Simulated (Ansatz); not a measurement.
Partial pair distribution functions of a relaxed model of amorphous Si24O47S, broadened by 0.06 Å; density 2.21 g/cm³. These are PBE, scalar-relativistic without spin-orbit coupling (plane waves to 420 eV, PAW; Ansatz, a program for electronic structure) values and carry that method's errors.

The cell was made by melting and quenching with the CHGNet potential and then relaxed with DFT. O atoms were pushed apart under 1.9 Å during the dynamics, to hinder bonds among them. The hot cell started wider than the set density and was brought back towards it in steps. It is the lowest in DFT energy of 2 quenches. It is a model cell: composition and starting density were chosen by hand, and all elements were melted together. No dispersion term was used. Its density started from a set value of 2.21 and ended at 2.21 g/cm³. Cooling (nominally 480 K/ps over its main leg) ran many orders faster than in experiment, which tends to leave more defects and strain. Values belong to this one cell and scatter from quench to quench. The volume was held where the preparation left it, at a PBE pressure of 0.5 GPa. Stress components on the final sampling reach 2.9 GPa. Cycles of charging lowered its energy after that relaxation.

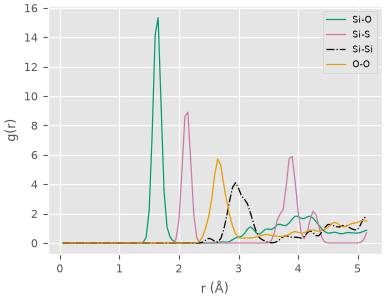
*Partial pair distribution functions*

Highest peaks under 4.5 Å: Si-O near 1.65 Å, Si-S near 2.15 Å, Si-Si near 2.95 Å, O-O near 2.65 Å; pairs of few atoms are noisy.

Within 1.98 Å each Si has 3.92 O neighbours on average.
